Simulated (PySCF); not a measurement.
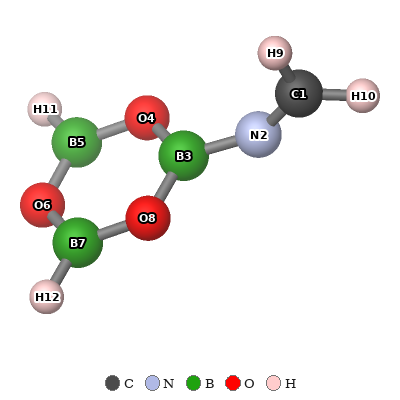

Structure of CH₄B₃NO₃, SMILES C=NB1OBOBO1.

GIAO shifts, PBE0/pcSseg-1 with PySCF 2.14.0, at a PBE0-D3(BJ)/def2-SVP geometry (no frequency check), against H₂O for ¹⁷O, BF₃.OEt₂ for ¹¹B and TMS for ¹H computed at the same level (¹⁷O: a single water molecule, while the usual scale starts at liquid water and gives values some tens of ppm lower). Gas phase, fully decoupled, line heights follow the number of nuclei, widths are arbitrary (no quadrupolar broadening); values of one conformer, averaged over methyl-type rotors and exact or near symmetry; other conformers aren't averaged in.

Question: How many ¹⁷O lines appear, and where?

Answer: 2 signals.


```tsv
δ (ppm)	nuclei	atoms
218.3	1	O6
188.1	2	O4, O8
```

Question: Which ¹¹B signals does it give?

Answer: 2 signals.


```tsv
δ (ppm)	nuclei	atoms
26.8	2	B5, B7
21.6	1	B3
```

Question: Which ¹H signals does it give?

Answer: 3 signals.


```tsv
δ (ppm)	nuclei	atoms
8.29	1	H9
8.10	1	H10
4.58	2	H11, H12
```

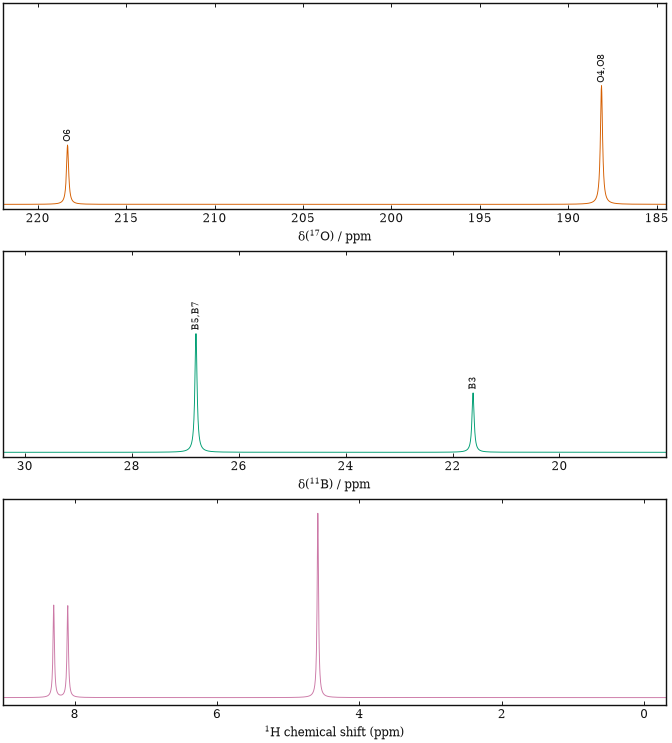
